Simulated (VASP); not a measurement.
Band structure of NbTe (relaxed from the CsCl type structure, space group Pm-3m). All values below come from r2SCAN meta-GGA, VASP's PBE PAW potentials (set 64) (plane waves; VASP).

Unless said otherwise, spin-orbit coupling is left out, though it shifts the bands of the heavy elements here.

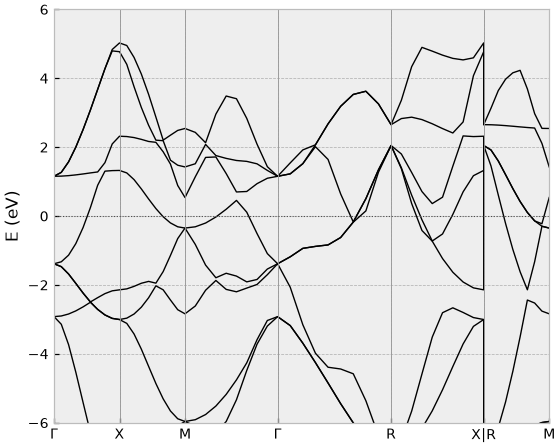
*Bands along high-symmetry lines, zero at the valence-band maximum or, without a gap, the Fermi level*

Read the plot: is there a gap, and where are the band edges?

It has no gap at this level: it comes out as a metal or semimetal.

The structure was generated: NbTe was put into the CsCl type type (Pm-3m), which need not be its known phase. It was relaxed first, which changed the volume by -34 %. The electron count is odd and the run is not spin-polarised, which forces a metal.
